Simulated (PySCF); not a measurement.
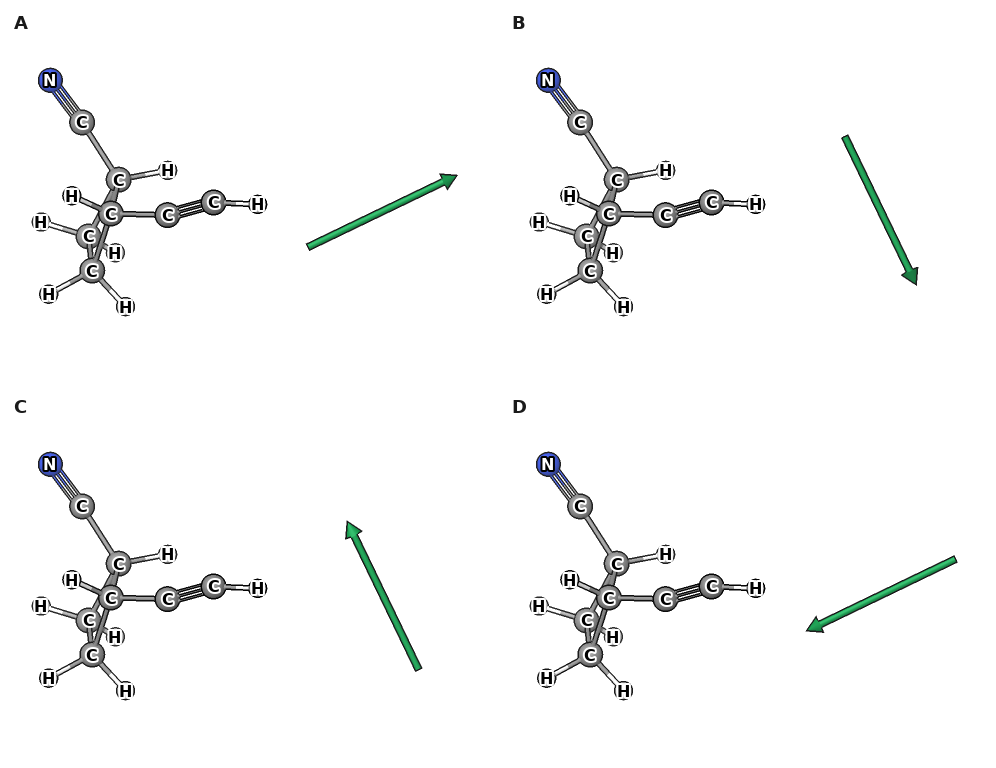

The same molecule four times, each with an arrow. Geometry: a frame of a GFN2-xTB molecular-dynamics simulation, not a minimum. Properties computed with PBE0/pcSseg-1, gas phase (PySCF 2.14.0).

Which arrow points along the dipole moment, from the negative to the positive end?

B. The dipole moment is 4.10 D.
